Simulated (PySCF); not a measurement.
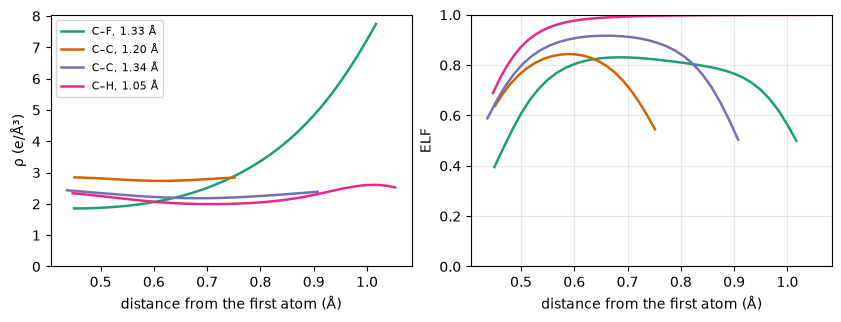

Figure 1: C$_{6}$H$_{6}$F (SMILES C#C/C(F)=C/[CH+]C) (charge +1). Electron density and electron localisation function along straight lines between neighbouring atoms. The curves leave out the atomic cores.

Geometry: GFN2-xTB.

Level of theory: BP86/pcSseg-1, SCF density, gas phase, non-relativistic in PySCF 2.14.0.

Input

```
{"job": {"kind": "nmr", "xc": "BP86", "basis": "pcSseg-1", "pop": false}, "charge": 1, "multiplicity": 1}
C      3.570944     0.400675    -0.369688
C      2.417740     0.069752    -0.290247
C      1.085894    -0.380695    -0.261074
F      0.771795    -1.355051    -1.115543
C      0.116094     0.097391     0.537964
C     -1.239353    -0.324635     0.626566
C     -2.306323     0.207279    -0.146302
H      4.578030     0.701976    -0.424675
H      0.372281     0.897547     1.231631
H     -1.474002    -1.119337     1.338915
H     -3.225215     0.343238     0.438414
H     -2.051189     1.078818    -0.746894
H     -2.616696    -0.616960    -0.819068
```

Run with:

```sh
OMP_NUM_THREADS=1 python ens_run.py task.json out
```

**Compare the contacts.**

C–F (1.33 Å): ρ at the midpoint is about 2.3 e/Å³; the ELF peaks at about 0.85 between the atoms: a polar covalent bond.
C–C (1.20 Å): ρ at the midpoint is about 2.7 e/Å³; the ELF peaks at about 0.85 between the atoms; a short, multiple covalent bond.
C–C (1.34 Å): the density is about 2.2 e/Å³ at the midpoint; the ELF peaks at about 0.90 between the atoms: a multiple bond.
C–H (1.05 Å): ρ at the midpoint is about 2.2 e/Å³; the ELF climbs to about 1 towards the hydrogen, as it does in any bond to H (an ordinary covalent bond to hydrogen).
